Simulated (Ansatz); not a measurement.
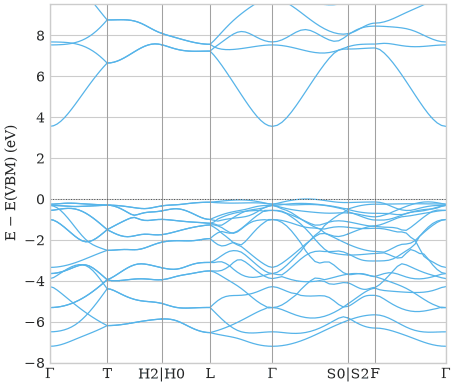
*Band structure from the program Ansatz at the r²SCAN level (PAW)*

Task: Read off the gap and where the band edges lie.

Result: About 3.6 eV (3.55 eV by a search for the band edges); maximum on the Γ–S0 line, 45 % of the way from Γ, minimum at Γ.

The material is Ga2O3 (corundum, R-3c).

Symmetry was held in the r²SCAN relaxation. Scalar-relativistic: spin–orbit coupling is off unless named, which matters more the heavier the elements.

Potentials: the later of the program's two PAW sets.
